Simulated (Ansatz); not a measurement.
**CHGaP (quartet): from Hartree-Fock to the top rungs at a displaced geometry (v2), cc-pVDZ**

How much of the correlation energy of CHGaP (quartet) does each wave-function method recover here?

Program: Ansatz 0.2.0, Gaussian basis. Level of theory: cc-pVDZ, core rule «outside noble gas», up to 20 orbitals frozen. These are calculated values, not measurements.

To be run: UHF; CCSD(T) on ROHF; CCSD(T) on UHF; BCCD(T) on ROHF; CISD; CCSDT(Q) on ROHF; CCSDT(Q) on UHF.

31 further runs of the same task are left out: 2 for a known fault of the program, 16 that didn't finish, 13 set aside as unsound or not needed.

**1. The geometry**

The geometry is a PBE0/def2-TZVP stationary point (not a proven minimum) with its atoms shifted at random (size 0.100 Å). No spin-orbit coupling is included. The filled d shell of Ga may be among the frozen orbitals whatever the setting's name suggests; the logs give the count.

4 atoms, charge 0, spin multiplicity 4.

Atoms are counted from 1 here; the program's logs count them from 0.

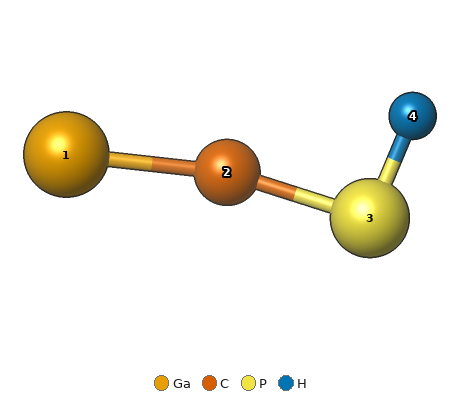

The geometry (gallium amber, carbon orange, phosphorus yellow, hydrogen blue); atoms are numbered from 1 in the order of the file.

In the tables R marks a restricted open-shell determinant and U an unrestricted one; energies count from the table's Hartree-Fock row.

**2. UHF**

Input file in.yaml:

```yaml
crystal:
  periodic: [false, false, false]
  atoms:
    - {symbol: Ga, position_ang: [0.064568, -0.298148, 2.491624]}
    - {symbol: C, position_ang: [-0.100305, -0.176400, 0.498711]}
    - {symbol: P, position_ang: [-0.023685, -0.430507, -1.340861]}
    - {symbol: H, position_ang: [0.059422, 0.905055, -1.649474]}
basis:
  gaussian: {orbitals: cc-pVDZ}
magnetization: {spin_polarized: true, initial_magnetization: 3}
hamiltonian: {xc: hf}
output: {orbitals: {seedname: orbitals}}
```

Started as:

```
> ansatz run in.yaml --threads 1 --pin off --events-out ev --progress --plain --max-ram 2393MiB
```

The log of the run:

```text
Functional definition: HF
  name "HF"
  cite "Fock, Z. Phys. 61, 126 (1930) doi:10.1007/BF01340294"
  parent pbe
  exchange = exact_x
  correlation = 0
694 factors; integrals over basis functions are off by at most 1.0e-3 eV
mean field evaluation 1: about -62644.4998 eV, gradient 1.4e1 eV
mean field evaluation 2: about -62644.5059 eV, gradient 1.4e1 eV
mean field evaluation 4: about -62646.5516 eV, gradient 2.9e0 eV
mean field evaluation 8: about -62646.8293 eV, gradient 7.7e-1 eV
mean field evaluation 16: about -62648.3988 eV, gradient 7.4e-3 eV
mean field evaluation 32: about -62648.3396 eV, gradient 5.7e-1 eV
mean field evaluation 64: about -62648.3332 eV, gradient 4.9e-1 eV
mean field evaluation 96: about -62641.9942 eV, gradient 9.5e0 eV
mean field evaluation 128: about -62646.7540 eV, gradient 4.5e-1 eV
mean field evaluation 160: about -62637.3388 eV, gradient 1.1e1 eV
mean field -62648.39876219 eV, -2302.2861899007 hartree, gradient 3.6e-5 eV, S^2 3.817675; 2 other end points of the search recorded, 0 dependent functions left out
reference -62648.39876219 eV, -2302.2861899007 hartree; 28, 25 occupied and 36, 39 virtual orbitals, 694 factors
Total energy: -62648.39876219 eV, -2302.2861899007 hartree
```

It took 7 s on 1 thread of Arm Neoverse V1, shared host.

From the report: ⟨S²⟩ of the determinant 3.818 (pure quartet: 3.75).

**3. CCSD(T) on ROHF**

in.yaml, as its differences from that of step 2:

```diff
@@ -9,4 +9,3 @@
   gaussian: {orbitals: cc-pVDZ}
-magnetization: {spin_polarized: true, initial_magnetization: 3}
-hamiltonian: {xc: hf}
-output: {orbitals: {seedname: orbitals}}
+magnetization: {spin_polarized: false, initial_magnetization: 3}
+correlation: {method: ccsd_t, electrons: outside_noble_gas}
```

Same command.

The log of the run (excerpt; [...] marks lines left out):

```text
Functional definition: HF
  name "HF"
  cite "Fock, Z. Phys. 61, 126 (1930) doi:10.1007/BF01340294"
  parent pbe
[...]
694 factors; integrals over basis functions are off by at most 1.0e-3 eV
[...]
mean field -62648.07311619 eV, -2302.2742226308 hartree, gradient 1.6e-6 eV, S^2 3.750000; 8 other end points of the search recorded, 0 dependent functions left out
[...]
determinant -62648.07311619 eV, -2302.2742226308 hartree, with singles and doubles -62655.56199749 eV, -2302.5494339425 hartree
determinant -62646.67072851 eV, -2302.2226858343 hartree, with singles and doubles -62654.93818548 eV, -2302.5265092739 hartree
determinant -62646.53561666 eV, -2302.2177205652 hartree, with singles and doubles -62655.01282919 eV, -2302.5292523797 hartree
determinant -62645.99751265 eV, -2302.1979456078 hartree, with singles and doubles -62653.99436754 eV, -2302.4918246046 hartree
determinant -62645.51737481 eV, -2302.1803008675 hartree, with singles and doubles -62653.75556349 eV, -2302.4830487173 hartree
determinant -62648.07311619 eV, -2302.2742226308 hartree, with singles and doubles -62655.56347595 eV, -2302.5494882748 hartree
determinant -62646.53561666 eV, -2302.2177205652 hartree, with singles and doubles -62655.31341040 eV, -2302.5402985354 hartree
20 core orbitals not correlated: weight in the atoms' cores, before any rotation towards them, 0.994 or more for the frozen orbitals, at most 0.003 for the correlated occupied ones
reference -62648.07311619 eV, -2302.2742226308 hartree; 8, 5 occupied and 36, 39 virtual orbitals, 694 factors
second order -6.06818010 eV of doubles, -0.17500041 eV of singles
cycle   1  -7.49036308 eV  change   -3.3e-6 eV  update   5.3e-6
perturbative correction -0.24007201 eV, -0.0088224837 hartree
Total energy: -62655.80355128 eV, -2302.5583108806 hartree
```

Wall time 39 s (1 thread of Arm Neoverse V1, shared host).

From the report: correlation -7.7304 eV; T1 0.030; largest double amplitude 0.06.

**4. CCSD(T) on UHF**

in.yaml, as its differences from that of step 3:

```diff
@@ -9,3 +9,3 @@
   gaussian: {orbitals: cc-pVDZ}
-magnetization: {spin_polarized: false, initial_magnetization: 3}
+magnetization: {spin_polarized: true, initial_magnetization: 3}
 correlation: {method: ccsd_t, electrons: outside_noble_gas}
```

Launched as before.

The log of the run (excerpt; [...] marks lines left out):

```text
Functional definition: HF
  name "HF"
  cite "Fock, Z. Phys. 61, 126 (1930) doi:10.1007/BF01340294"
  parent pbe
[...]
694 factors; integrals over basis functions are off by at most 1.0e-3 eV
[...]
mean field -62648.39876219 eV, -2302.2861899007 hartree, gradient 2.9e-6 eV, S^2 3.817677; 10 other end points of the search recorded, 0 dependent functions left out
determinant -62648.39876219 eV, -2302.2861899007 hartree, with singles and doubles -62655.56969590 eV, -2302.5497168537 hartree
determinant -62647.25782940 eV, -2302.2442613941 hartree, with singles and doubles -62654.66465534 eV, -2302.5164572266 hartree
determinant -62647.13311537 eV, -2302.2396782377 hartree, with singles and doubles -62654.01802678 eV, -2302.4926940653 hartree
determinant -62646.87235023 eV, -2302.2300952958 hartree, with singles and doubles -62654.99313568 eV, -2302.5285286565 hartree
determinant -62646.83192858 eV, -2302.2286098274 hartree, with singles and doubles -62654.94313050 eV, -2302.5266910000 hartree
determinant -62646.34487885 eV, -2302.2107110802 hartree, with singles and doubles -62653.72286977 eV, -2302.4818472454 hartree
determinant -62646.15033803 eV, -2302.2035618368 hartree, with singles and doubles -62653.99236766 eV, -2302.4917511102 hartree
determinant -62645.83979103 eV, -2302.1921494451 hartree, with singles and doubles -62653.78035230 eV, -2302.4839596894 hartree
20 core orbitals not correlated: weight in the atoms' cores, before any rotation towards them, 0.994 or more for the frozen orbitals, at most 0.004 for the correlated occupied ones
reference -62648.39876219 eV, -2302.2861899007 hartree; 8, 5 occupied and 36, 39 virtual orbitals, 694 factors
second order -5.87628240 eV of doubles, -0.00000000 eV of singles
cycle   1  -7.17116719 eV  change   -2.3e-4 eV  update   1.7e-3
[...]
cycle  13  -7.17193814 eV  change    7.1e-6 eV  update   1.0e-5
perturbative correction -0.23244030 eV, -0.0085420234 hartree
Total energy: -62655.80314063 eV, -2302.5582957894 hartree
```

Wall time 42 s (1 thread of Arm Neoverse V1, shared host).

From the report: ⟨S²⟩ of the determinant 3.818 (pure quartet: 3.75); correlation -7.4044 eV; T1 0.027; largest double amplitude 0.06.

**5. BCCD(T) on ROHF**

in.yaml, as its differences from that of step 4:

```diff
@@ -9,3 +9,3 @@
   gaussian: {orbitals: cc-pVDZ}
-magnetization: {spin_polarized: true, initial_magnetization: 3}
-correlation: {method: ccsd_t, electrons: outside_noble_gas}
+magnetization: {spin_polarized: false, initial_magnetization: 3}
+correlation: {method: bccd_t, electrons: outside_noble_gas}
```

The command is unchanged.

The log of the run (excerpt; [...] marks lines left out):

```text
Functional definition: HF
  name "HF"
  cite "Fock, Z. Phys. 61, 126 (1930) doi:10.1007/BF01340294"
  parent pbe
[...]
694 factors; integrals over basis functions are off by at most 1.0e-3 eV
[...]
mean field -62648.07311619 eV, -2302.2742226308 hartree, gradient 1.6e-6 eV, S^2 3.750000; 8 other end points of the search recorded, 0 dependent functions left out
[...]
determinant -62648.07311619 eV, -2302.2742226308 hartree, with singles and doubles -62655.56199749 eV, -2302.5494339425 hartree
determinant -62646.67072851 eV, -2302.2226858343 hartree, with singles and doubles -62654.93818548 eV, -2302.5265092739 hartree
determinant -62646.53561666 eV, -2302.2177205652 hartree, with singles and doubles -62655.01282919 eV, -2302.5292523797 hartree
determinant -62645.99751265 eV, -2302.1979456078 hartree, with singles and doubles -62653.99436754 eV, -2302.4918246046 hartree
determinant -62645.51737481 eV, -2302.1803008675 hartree, with singles and doubles -62653.75556349 eV, -2302.4830487173 hartree
determinant -62648.07311619 eV, -2302.2742226308 hartree, with singles and doubles -62655.56347595 eV, -2302.5494882748 hartree
determinant -62646.53561666 eV, -2302.2177205652 hartree, with singles and doubles -62655.31341040 eV, -2302.5402985354 hartree
20 core orbitals not correlated: weight in the atoms' cores, before any rotation towards them, 0.994 or more for the frozen orbitals, at most 0.003 for the correlated occupied ones
reference -62648.07311619 eV, -2302.2742226308 hartree; 8, 5 occupied and 36, 39 virtual orbitals, 694 factors
second order -6.06818010 eV of doubles, -0.17500041 eV of singles
cycle   1  -7.48344356 eV  change    6.9e-3 eV  update   6.9e-3
[...]
cycle  14  -7.47941564 eV  change    4.0e-6 eV  update   1.1e-5
perturbative correction -0.25329620 eV, -0.0093084638 hartree
Total energy: -62655.80582803 eV, -2302.5583945496 hartree
```

Run time: 41 s. Hardware: 1 thread of Arm Neoverse V1, shared host.

From the report: correlation -7.7327 eV; largest double amplitude 0.05.

**6. CISD**

in.yaml, as its differences from that of step 5:

```diff
@@ -10,2 +10,2 @@
 magnetization: {spin_polarized: false, initial_magnetization: 3}
-correlation: {method: bccd_t, electrons: outside_noble_gas}
+correlation: {active_space: {ras: {orbitals: [5, 3, 36], electrons: 13, max_holes: 2, max_particles: 2}, fixed_orbitals: true}}
```

The command is unchanged.

The log of the run:

```text
Functional definition: HF
  name "HF"
  cite "Fock, Z. Phys. 61, 126 (1930) doi:10.1007/BF01340294"
  parent pbe
  exchange = exact_x
  correlation = 0
694 factors; integrals over basis functions are off by at most 1.0e-3 eV
mean field evaluation 1: about -62644.7625 eV, gradient 1.4e1 eV
mean field evaluation 2: about -62644.7685 eV, gradient 1.4e1 eV
mean field evaluation 4: about -62646.2595 eV, gradient 3.5e0 eV
mean field evaluation 8: about -62646.5651 eV, gradient 1.1e0 eV
mean field evaluation 16: about -62648.0730 eV, gradient 6.0e-2 eV
mean field evaluation 32: about -62646.5002 eV, gradient 1.4e0 eV
mean field evaluation 64: about -62646.5356 eV, gradient 5.3e-3 eV
mean field -62648.07311619 eV, -2302.2742226308 hartree, gradient 1.6e-6 eV, S^2 3.750000; 6 other end points of the search recorded, 0 dependent functions left out
reference -62648.07311619 eV, -2302.2742226308 hartree; 28, 25 occupied and 36, 39 virtual orbitals, 694 factors
state -62654.77873664 eV, -2302.5206496371 hartree
Total energy: -62654.77873664 eV, -2302.5206496371 hartree
```

Run time: 28 s. Hardware: 1 thread of Arm Neoverse V1, shared host.

From the report: 428,374 determinants.

**7. CCSDT(Q) on ROHF**

in.yaml, as its differences from that of step 6:

```diff
@@ -10,2 +10,2 @@
 magnetization: {spin_polarized: false, initial_magnetization: 3}
-correlation: {active_space: {ras: {orbitals: [5, 3, 36], electrons: 13, max_holes: 2, max_particles: 2}, fixed_orbitals: true}}
+correlation: {method: ccsdt_q, electrons: outside_noble_gas}
```

The command is unchanged.

The log of the run (excerpt; [...] marks lines left out):

```text
Functional definition: HF
  name "HF"
  cite "Fock, Z. Phys. 61, 126 (1930) doi:10.1007/BF01340294"
  parent pbe
[...]
1233 factors; integrals over basis functions are off by at most 2.2e-7 eV
[...]
mean field -62648.07325422 eV, -2302.2742277035 hartree, gradient 1.6e-6 eV, S^2 3.750000; 8 other end points of the search recorded, 0 dependent functions left out
[...]
determinant -62648.07325422 eV, -2302.2742277035 hartree, with singles and doubles -62655.56214425 eV, -2302.5494393359 hartree
determinant -62646.67086450 eV, -2302.2226908316 hartree, with singles and doubles -62654.93832628 eV, -2302.5265144481 hartree
determinant -62646.53575334 eV, -2302.2177255883 hartree, with singles and doubles -62655.01297075 eV, -2302.5292575819 hartree
determinant -62645.99764729 eV, -2302.1979505555 hartree, with singles and doubles -62653.99450966 eV, -2302.4918298271 hartree
determinant -62645.51751112 eV, -2302.1803058769 hartree, with singles and doubles -62653.75569785 eV, -2302.4830536549 hartree
determinant -62648.07325422 eV, -2302.2742277035 hartree, with singles and doubles -62655.56362259 eV, -2302.5494936637 hartree
determinant -62646.53575334 eV, -2302.2177255883 hartree, with no singles and doubles
[...]
20 core orbitals not correlated: weight in the atoms' cores, before any rotation towards them, 0.994 or more for the frozen orbitals, at most 0.003 for the correlated occupied ones
reference -62648.07325422 eV, -2302.2742277035 hartree; 8, 5 occupied and 36, 39 virtual orbitals, 1233 factors
second order -6.06820262 eV of doubles, -0.17500059 eV of singles
cycle   1  -7.09477522 eV  change   -8.5e-1 eV  update   9.9e-2
[...]
cycle  40  -7.77713171 eV  change   -1.0e-7 eV  update   1.2e-6
perturbative correction -0.01731018 eV, -0.0006361373 hartree
Total energy: -62655.86769612 eV, -2302.5606681598 hartree
```

Wall time 5.1 min (1 thread of Arm Neoverse V1, shared host); peak memory 0.98 GiB.

From the report: correlation -7.7944 eV; T1 0.035; largest double amplitude 0.06.

**8. CCSDT(Q) on UHF**

in.yaml, as its differences from that of step 7:

```diff
@@ -9,3 +9,3 @@
   gaussian: {orbitals: cc-pVDZ}
-magnetization: {spin_polarized: false, initial_magnetization: 3}
+magnetization: {spin_polarized: true, initial_magnetization: 3}
 correlation: {method: ccsdt_q, electrons: outside_noble_gas}
```

Launched as before.

The log of the run (excerpt; [...] marks lines left out):

```text
Functional definition: HF
  name "HF"
  cite "Fock, Z. Phys. 61, 126 (1930) doi:10.1007/BF01340294"
  parent pbe
[...]
1233 factors; integrals over basis functions are off by at most 2.2e-7 eV
[...]
mean field -62648.39890148 eV, -2302.2861950193 hartree, gradient 1.3e-6 eV, S^2 3.817678; 12 other end points of the search recorded, 0 dependent functions left out
determinant -62648.39890148 eV, -2302.2861950193 hartree, with singles and doubles -62655.56984291 eV, -2302.5497222562 hartree
determinant -62647.25797107 eV, -2302.2442666003 hartree, with singles and doubles -62654.66479334 eV, -2302.5164622980 hartree
determinant -62647.13325710 eV, -2302.2396834463 hartree, with singles and doubles -62654.01817558 eV, -2302.4926995336 hartree
determinant -62646.87248975 eV, -2302.2301004231 hartree, with singles and doubles -62654.99327791 eV, -2302.5285338834 hartree
[...]
determinant -62646.34501876 eV, -2302.2107162216 hartree, with singles and doubles -62653.72300159 eV, -2302.4818520896 hartree
determinant -62646.15047386 eV, -2302.2035668286 hartree, with singles and doubles -62653.99251163 eV, -2302.4917564008 hartree
determinant -62645.83992920 eV, -2302.1921545225 hartree, with singles and doubles -62653.78049530 eV, -2302.4839649446 hartree
20 core orbitals not correlated: weight in the atoms' cores, before any rotation towards them, 0.994 or more for the frozen orbitals, at most 0.004 for the correlated occupied ones
reference -62648.39890148 eV, -2302.2861950193 hartree; 8, 5 occupied and 36, 39 virtual orbitals, 1233 factors
second order -5.87630223 eV of doubles, -0.00000000 eV of singles
cycle   1  -6.72600733 eV  change   -8.5e-1 eV  update   1.0e-1
[...]
cycle  38  -7.45296804 eV  change   -3.5e-7 eV  update   1.2e-6
perturbative correction -0.01806691 eV, -0.0006639465 hartree
Total energy: -62655.86993642 eV, -2302.5607504893 hartree
```

It took 4.4 min on 1 thread of Arm Neoverse V1, shared host; peak memory 0.82 GiB.

From the report: ⟨S²⟩ of the determinant 3.818 (pure quartet: 3.75); correlation -7.4710 eV; T1 0.032; largest double amplitude 0.06.

**9. The ladder**

The yardstick is UCCSDT(Q), where the cluster series has nearly closed. Rows without a time come out of other runs: HF, MP2 and CCSD of CCSD(T), CCSDT of CCSDT(Q).

Differences are taken before rounding.

| method | energy from the lowest ROHF (kJ/mol) | from UCCSDT(Q) (kJ/mol) | time |
| --- | --- | --- | --- |
| ROHF | 0.0 | +752.3 |  |
| UHF | -31.4 | +720.9 |  |
| RMP2 | -602.4 | +149.9 |  |
| UMP2 | -598.4 | +153.9 |  |
| RCCSD | -722.7 | +29.6 |  |
| UCCSD | -723.4 | +28.9 |  |
| RCCSD(T) | -745.9 | +6.4 | 39 s |
| UCCSD(T) | -745.8 | +6.4 | 42 s |
| BCCD(T) | -746.1 | +6.2 | 41 s |
| RCCSDT | -750.4 | +1.9 |  |
| UCCSDT | -750.5 | +1.7 |  |
| RCCSDT(Q) | -752.1 | +0.2 | 5.1 min |
| UCCSDT(Q) | -752.3 | 0 | 4.4 min |

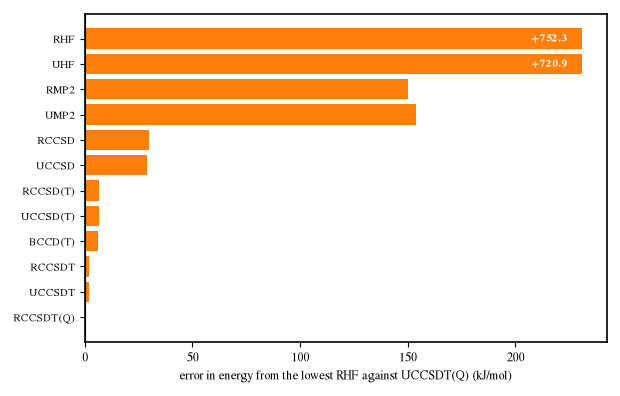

Deviations from UCCSDT(Q), method by method. Bars with a number in them are cut short.

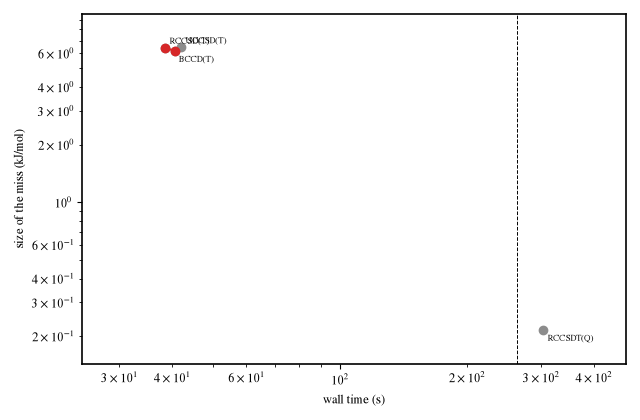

Miss against cost. Red marks the levels that no quicker level drawn beats (of those quicker than the yardstick), and the dashed line is the time of UCCSDT(Q). Times are from a shared host.

Not comparable, so not listed: CISD (they don't share determinant, frozen orbitals or solution with the rows shown, or repeat one).

**10. Summary of results**

```
                         quantity                      value
    UCCSDT(Q) from the ROHF energy                 -7.7968 eV
              RMP2 from UCCSDT(Q)              +149.9 kJ/mol
              UMP2 from UCCSDT(Q)              +153.9 kJ/mol
             RCCSD from UCCSDT(Q)               +29.6 kJ/mol
          RCCSD(T) from UCCSDT(Q)                +6.4 kJ/mol
          UCCSD(T) from UCCSDT(Q)                +6.4 kJ/mol
         RCCSDT(Q) from UCCSDT(Q)                +0.2 kJ/mol
levels within 1 kcal/mol (43 meV)  RCCSDT, UCCSDT, RCCSDT(Q)
                    T1 diagnostic                      0.030
```

**Reading.** RCCSD(T) lands +6.4 kJ/mol from the yardstick (0.9 % of the correlation energy). These misses are within one basis, not against nature; the frozen cores of restricted and unrestricted runs differ, which can shift their rows.

BCCD(T) reaches 6.2 kJ/mol from the reference in 41 s, where UCCSDT(Q) took 4.4 min; the quickest level in the cost chart, RCCSD(T), takes 39 s and misses by 6.4 kJ/mol.
